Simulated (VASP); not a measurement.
Band structure of AgCl (rock salt). All values below come from optB88-vdW, VASP's PBE PAW potentials (set 64) (plane waves; VASP 6.6.1).

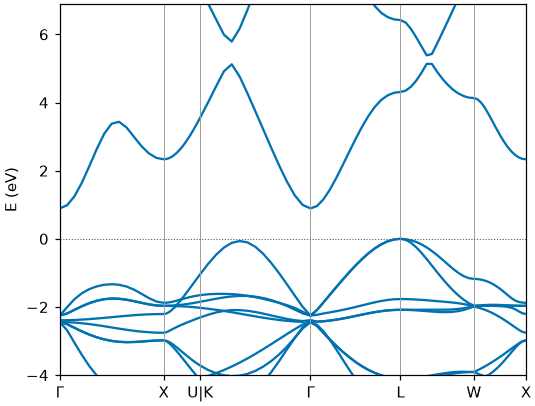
Figure. Bands along high-symmetry lines, zero at the valence-band maximum or, without a gap, the Fermi level

Read the plot: is there a gap, and where are the band edges?

The gap is indirect, 0.89 eV, from the valence maximum at L to the conduction minimum at Γ. (Edges off the drawn lines would not show.)

The compound is AgCl in the rock salt structure. It was relaxed first.
